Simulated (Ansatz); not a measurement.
```xyz
8

Cl   -1.6566    1.0255    1.5769
Cl    1.6887   -0.3182   -1.2799
F     1.1071    0.2139    1.6168
F    -1.1649    0.6135   -1.2308
F     0.6457    2.0033   -0.1216
Mo   -0.0127    0.3210    0.1670
O    -0.4184   -1.4423    0.2437
H    -0.1750   -2.3226   -0.0717
```

Geometry: PBE0-D4/def2-SVP; core potentials replace the inner electrons of Mo.

The calculation used Ansatz, isolated molecule in a Gaussian basis; Kohn-Sham density functional theory, functional PBE0.

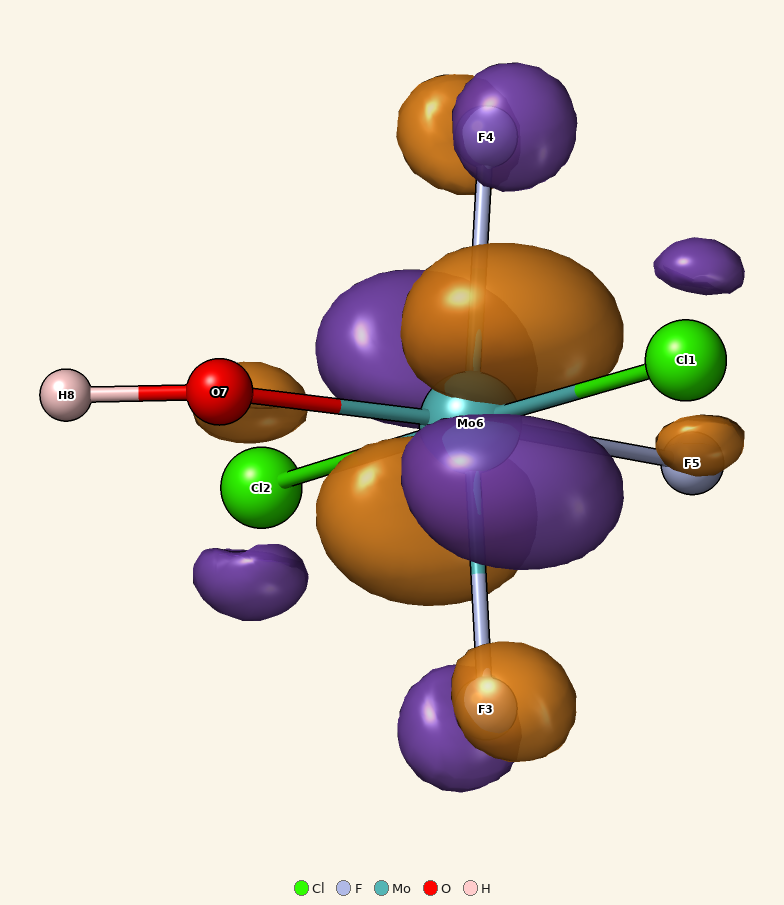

Cl$_{2}$F$_{3}$HMoO. The LUMO at ±0.2 Å⁻³ᐟ² (orange and purple are the two phases), seen from one side.

What is the character of this orbital?

Its weight (Hirshfeld) is mainly on Mo6 (about 60 %), Cl2 (about 10 %), F3 (about 10 %), F4 (about 10 %) and Cl1 (about 10 %). Its energy is −5.56 eV.
